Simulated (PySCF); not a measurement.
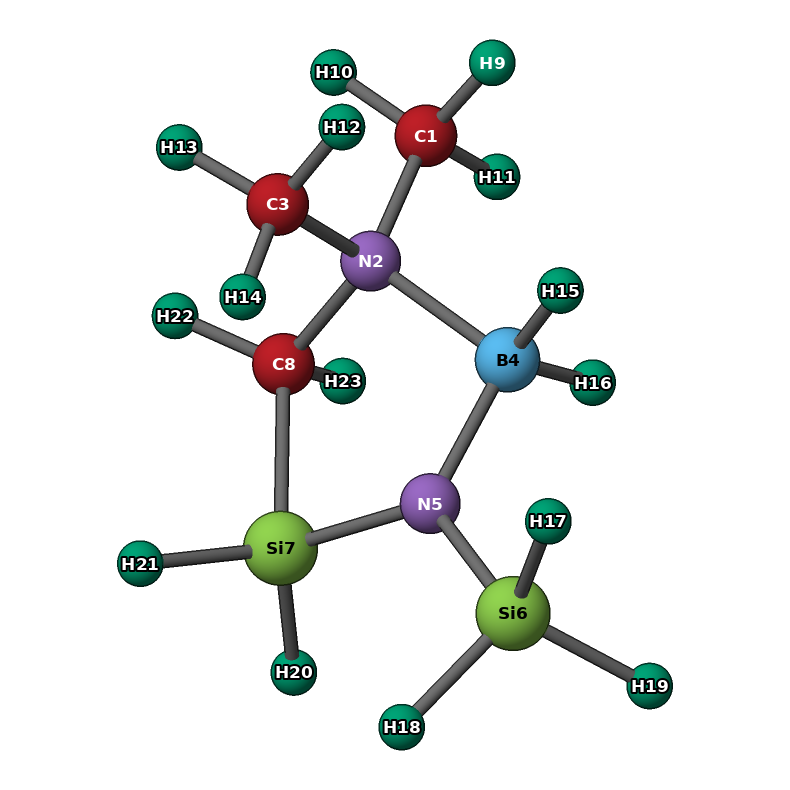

The questions are on isotropic NMR shieldings of the H atoms. The computed structure is the end point of a GFN2-xTB optimisation. No frequency run is at hand to confirm it as a minimum. Level of theory: GIAO PBE0/pcSseg-1 NMR shielding, non-relativistic, gas phase (PySCF 2.14.0).

Which H atom is the most shielded (lowest chemical shift)?

Answer. H22 (29.86 ppm).

Which H atom is the least shielded (highest chemical shift)?

Answer. H21 (26.64 ppm).

How wide is the range of H shifts?

Answer. 3.22 ppm.

List the isotropic NMR shieldings of the H atoms.

```csv
atom,σ (ppm)
H9,28.86
H10,29.23
H11,28.90
H12,29.19
H13,29.78
H14,28.12
H15,28.93
H16,28.89
H17,26.94
H18,26.98
H19,26.96
H20,26.69
H21,26.64
H22,29.86
H23,29.37
```

The geometry is semi-empirical. Around B, Si such bond lengths and angles can be off by a tenth of an ångström or more and by several degrees, and values that hang on the shape move with them.
